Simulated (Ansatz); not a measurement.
C2H6N2SSi: several calculations on one system

### Relaxation

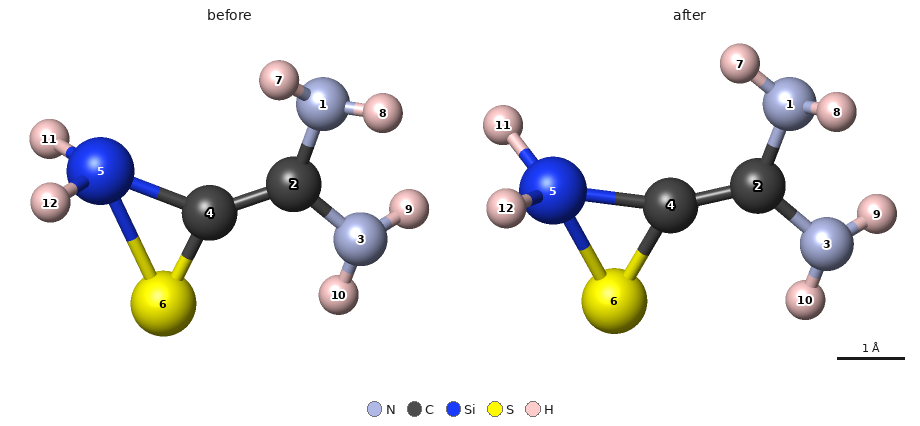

The structure of C2H6N2SSi before (left) and after (right) a relaxation, at one scale.

Style: ball-and-stick. Shown at a tilt.

The run prepares an end point of a later path (torsion) calculation, from a guessed geometry.

All numbers below come from RKS B3LYP/6-31G* (Ansatz 0.2.0). Settings: no spin polarisation; force threshold 0.015 eV/Å; at most 40 steps.

> What changed between the two?

After 9 accepted moves (11 points after the start) the energy has fallen by 23.8 kcal/mol. Largest force component: 3.4 eV/Å at the start, 0.012 eV/Å at the end. The line search rejected the trial steps at points 4, 7 of the run. H7 moves most after the best rigid fit: 0.49 Å. Largest moves by element: H 0.49 Å, Si 0.32 Å, S 0.27 Å, N 0.13 Å, C 0.12 Å. Among the contacts that change: C4–S6 1.654 → 1.859 Å, Si5–S6 2.348 → 2.149 Å, N1–H8 0.971 → 1.018 Å, C2–N3 1.349 → 1.394 Å. Bond angles that change, for instance: C2–C4–Si5 139.1° → 157.4°, S6–Si5–H11 101.5° → 117.7°, S6–Si5–H12 102.3° → 118.1°. Groups turn about N1–C2 by about 25°.

### Relaxation

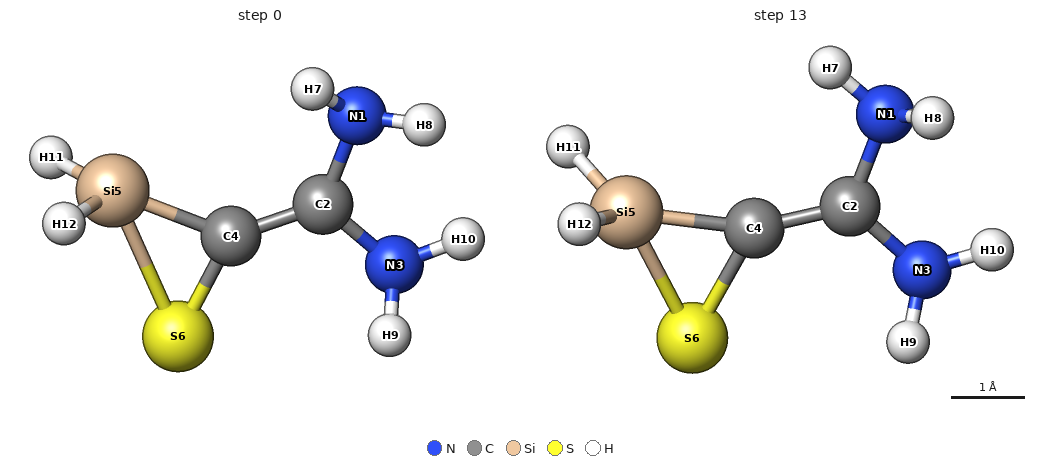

The structure of C2H6N2SSi before (left) and after (right) a relaxation, at one scale.

Style: ball-and-stick. Shown from a free direction.

The run prepares an end point of a later path (torsion) calculation, from a guessed geometry.

The calculation used Ansatz 0.2.0, RKS B3LYP/6-31G*.

The input:
```yaml
crystal:
  periodic: [false, false, false]
  atoms:
    - { symbol: "N", position_ang: [-0.2006, -1.6448, 0.6818] }
    - { symbol: C, position_ang: [0.1654, -0.3021, 0.6227] }
    - { symbol: "N", position_ang: [0.7701, 0.1425, 1.7432] }
    - { symbol: C, position_ang: [0.0647, 0.5135, -0.428] }
    - { symbol: Si, position_ang: [-0.6946, 0.55, -2.0158] }
    - { symbol: S, position_ang: [0.4147, 2.1133, -0.6595] }
    - { symbol: H, position_ang: [-0.193, -2.0634, -0.2266] }
    - { symbol: H, position_ang: [0.3663, -2.088, 1.3341] }
    - { symbol: H, position_ang: [1.66095, 0.65203, 1.57492] }
    - { symbol: H, position_ang: [0.96341, -0.60396, 2.42109] }
    - { symbol: H, position_ang: [-2.0224, 1.2095, -2.2051] }
    - { symbol: H, position_ang: [0.2047, 0.4442, -3.1711] }
basis:
  gaussian: { orbitals: "6-31G*" }
hamiltonian:
  xc: b3lyp
relax:
  f_tol: 0.015
  max_steps: 40
output:
  orbitals: {}
```

Command:
```bash
ansatz run input.yaml --threads 2 --pin off --max-ram 3072MiB --backend cpu --events-out ev --progress --plain --runs-dir out
```

Q: What changed between the two?

A: After 12 accepted moves (13 points after the start) the energy has fallen by 110.6 kJ/mol. The largest force component goes from 3.2 to 0.014 eV/Å. The line search rejected the trial step at point 12 of the run. The atom that moves furthest after the best rigid fit is H7 (0.59 Å). Largest moves by element: H 0.59 Å, Si 0.31 Å, N 0.15 Å, S 0.14 Å, C 0.12 Å. Near-neighbour distances that change, for instance: C4–S6 1.654 → 1.858 Å, Si5–S6 2.348 → 2.148 Å, N1–H8 0.971 → 1.019 Å, C2–N3 1.349 → 1.383 Å. Among the angles between lasting bonds that change: C2–C4–Si5 139.1° → 158.0°, S6–Si5–H11 101.5° → 117.7°, S6–Si5–H12 102.3° → 118.4°. Groups turn about N1–C2 by about 30°.

### Path

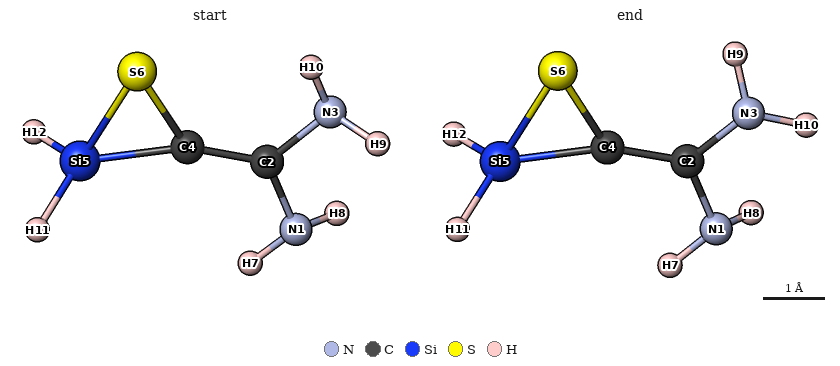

The two relaxed end points of a path for C₂H₆N₂SSi. A ball-and-stick model, seen from a free direction.

Theory: Ansatz 0.2.0, RKS B3LYP/6-31G*.

Run with 5 movable images; climbing image; force threshold 0.05 eV/Å; iteration limit 60.

Start:
```xyz
12

N    -0.2329   -1.6321    0.8081
C     0.1872   -0.2977    0.6883
N     0.8552    0.1510    1.8265
C    -0.0330    0.4537   -0.4077
Si   -0.5443    0.8226   -2.0759
S     0.2056    2.2767   -0.6822
H    -0.6502   -1.9865   -0.0450
H     0.5152   -2.2458    1.1229
H     0.4015   -0.1269    2.6917
H     1.0530    1.1449    1.8100
H    -1.9765    0.9041   -2.4528
H     0.2960    0.4808   -3.2499
```

End:
```xyz
12

N    -0.2456   -1.6140    0.8218
C     0.0917   -0.2505    0.7212
N     0.5690    0.2960    1.8983
C    -0.1128    0.4758   -0.3967
Si   -0.5412    0.8123   -2.0915
S     0.0528    2.3070   -0.6670
H    -0.6691   -1.9600   -0.0321
H     0.5473   -2.2013    1.0744
H     1.1840    1.0930    1.8167
H     0.7673   -0.3367    2.6593
H    -1.9486    0.8278   -2.5605
H     0.3821    0.4954   -3.2099
```

### Predict the minimum-energy path and its barrier.

The highest point, image 3, lies 9.3 kcal/mol above the start and 6.7 kcal/mol above the end; the end is at +2.6 kcal/mol relative to the start. The motion is a rotation about the C2–N3 bond by about 185°. No bond forms or breaks between the ends. Bond angles that change up to the highest image, for instance: H9–N3–H10 111.7° → 106.6°, N1–C2–N3 112.3° → 116.5°. The band is converged. At the top, the vibrational analysis gives one imaginary mode (258i cm⁻¹), as a transition state must have.

Energies of the converged images:

```json
{"image": "0", "path (Å)": "0.00", "E (kcal/mol)": "0.0"}
{"image": "1", "path (Å)": "0.72", "E (kcal/mol)": "2.5"}
{"image": "2", "path (Å)": "1.44", "E (kcal/mol)": "7.4"}
{"image": "3", "path (Å)": "2.16", "E (kcal/mol)": "9.3"}
{"image": "4", "path (Å)": "2.82", "E (kcal/mol)": "8.0"}
{"image": "5", "path (Å)": "3.48", "E (kcal/mol)": "4.6"}
{"image": "6", "path (Å)": "4.14", "E (kcal/mol)": "2.6"}
```

The geometry at the top of the path:

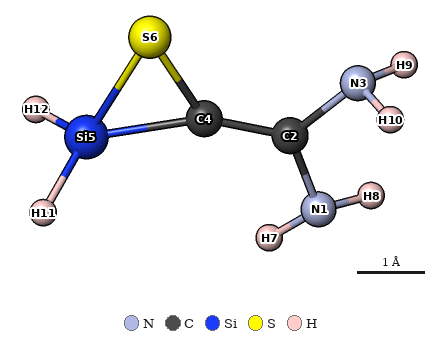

The run took 110 s on 2 threads of Intel(R) Xeon(R) 6975P-C (Granite Rapids), on a shared host, peak memory 0.3 GiB.
